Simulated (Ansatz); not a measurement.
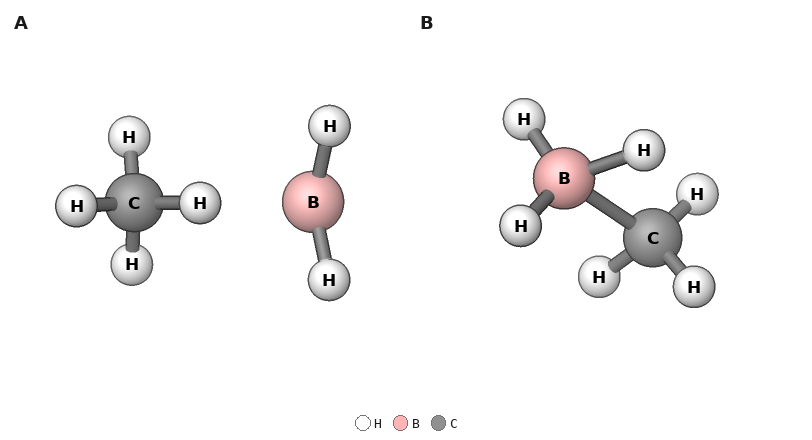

2 stationary structures of one formula. State: neutral, doublet. Geometries: PBE0-D4/def2-TZVP. Electronic energies: CCSD(T)/CBS (MP2 limit from def2-TZVPP and def2-QZVPP plus CCSD(T) − MP2) (Ansatz 0.2.0), without zero-point energy. Each is one conformer, not always the lowest.

> Which is lowest in energy, and by how much?

B is lowest (Cs, a minimum); A lies 25.6 kJ/mol above it (a saddle point of order 1).

Give E(B) − E(A) in kJ/mol at these levels too: UHF-CCSD(T) (frozen core)/def2-TZVPP; r2SCAN-D4/def2-TZVPP; B2PLYP (frozen core)/def2-TZVPP; ωB97X-V/def2-TZVPP; SPW92 (LDA)/def2-TZVPP; B3LYP-D4/def2-TZVPP; CCSD(T)/CBS (MP2 limit from def2-TZVPP and def2-QZVPP plus CCSD(T) − MP2); PBE0-D4/def2-TZVPP.

| level | E(B) − E(A) (kJ/mol) |
| --- | --- |
| UHF-CCSD(T) (frozen core)/def2-TZVPP | −23.3 |
| r2SCAN-D4/def2-TZVPP | −40.1 |
| B2PLYP (frozen core)/def2-TZVPP | −29.2 |
| ωB97X-V/def2-TZVPP | −38.9 |
| SPW92 (LDA)/def2-TZVPP | −77.5 |
| B3LYP-D4/def2-TZVPP | −33.0 |
| CCSD(T)/CBS (MP2 limit from def2-TZVPP and def2-QZVPP plus CCSD(T) − MP2) | −25.6 |
| PBE0-D4/def2-TZVPP | −42.8 |
